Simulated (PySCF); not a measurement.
# H2S2: HF/4-31G (density fitting, max memory mb 1860)

Wanted: energy and gradient of H2S2. Input form: a Python script.

Program for the calculation: PySCF 2.14.0.

### Step 1. The molecule

The species is H2S2 (4 atoms), meant as a singlet with charge 0. The coordinates come from a GFN2-xTB relaxation.

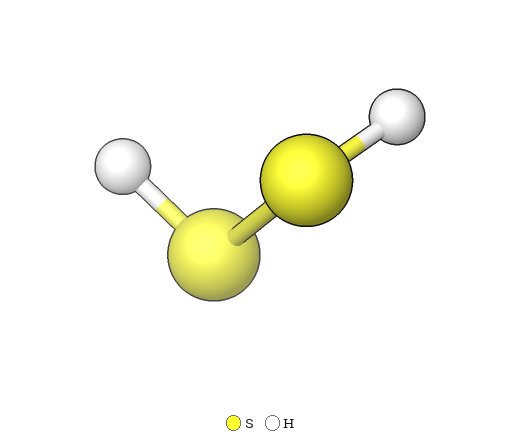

The structure, seen from a chosen angle (sulfur yellow, hydrogen white).

### Step 2. Energy and gradient at HF/4-31G (density fitting, max memory mb 1860)

File calc.py:

```python
from pyscf import gto, scf
from pyscf import df

system = gto.M(
    atom='''
S     -0.807631    -0.967200    -1.689302
S     -0.798428     1.355897     1.399682
H      1.335810    -0.147115    -2.758490
H      0.270250    -0.241564     3.048109
''',
    verbose=4,
    charge=0,
    unit='bohr',
    symmetry=True,
    max_memory=1860,
    basis='4-31g',
)

mf = scf.RHF(system)
mf = mf.density_fit(auxbasis=df.aug_etb(system, beta=2.0))
mf.kernel()

e_tot = mf.e_tot
print('E(%s) = %.9f' % ('HF', e_tot))
grad = mf.nuc_grad_method().kernel()
```

On the command line:

```
$ OMP_NUM_THREADS=1 python calc.py
```

Q: Predict the results. Wanted: total energy; dipole moment; HOMO energy; LUMO energy; HOMO–LUMO gap; largest force on an atom.

Computed results:

Level: HF/4-31G (density fitting, max memory mb 1860).

| quantity | value |
| --- | --- |
| total energy | -795.23831 Eh |
| dipole moment | 2.02 D |
| HOMO energy | -10.56 eV |
| LUMO energy | 3.10 eV |
| HOMO–LUMO gap | 13.66 eV |
| largest force on an atom | 4.388 eV/Å |

**Reading.** Mulliken charges run from -0.15 on S2 to +0.15 on H3; they depend strongly on the basis. The largest force is 4.39 eV/Å: the shape isn't a stationary point for this species at this level.
